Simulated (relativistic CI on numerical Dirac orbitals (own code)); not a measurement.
**Relativistic CI calculation, with input and output: Re⁵⁺**

System: Re⁵⁺.
Method: Dirac-Coulomb-Breit CI, KLI orbitals optimised for each configuration, model QED (radiative potential, 1s self-energy scaled to tabulated hydrogen-like ionisation energies), valence Slater integrals scaled by 0.7, one configuration in a parametric crystal field (relativistic CI on numerical Dirac orbitals, in-house).

## Results in brief

| quantity | value |
| --- | --- |
| outcome | converged |
| levels computed | 20 |
| hardware | 1 CPU thread, shared host |

## Input
```
atom Re  Z=75  charge=5  electrons=70
nucleus A=187  rms_radius_fm=5.3698
hamiltonian dirac-coulomb  breit=on  qed=on  c_scale=1
orbitals kli  potential=per-configuration
slater_scale 0.7
correlation none
mixing on
configurations
  [Xe] 4f14 5d2
end
crystal_field Td 10Dq=-11550
```

The program writes its results to a structured record and prints no log; tables and figures of this report are taken from that record.

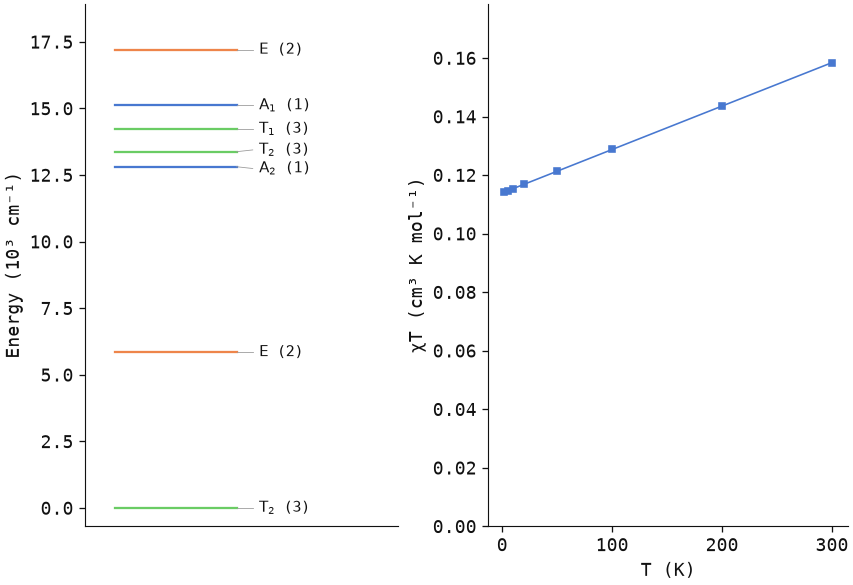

*Re⁵⁺ (5d²) in a field of Td symmetry with 10Dq = −11,550 cm⁻¹. Labels give the double-group representation and, in brackets, the degeneracy; the lowest 7 of 20 levels are drawn. One open-shell configuration in a parametric field without covalency; powder susceptibility by Van Vleck's formula.*

The ground level is T₂, a triplet, with total spin S = 0.98 (from expectation values). The next level lies at 5,840 cm⁻¹ (E). The field lowers the ground state by 7,490 cm⁻¹ against the free ion. χT is 0.114 cm³ K mol⁻¹ at 2 K, 0.121 at 50 K and 0.158 at 300 K, an effective moment of 1.13 μB at room temperature.
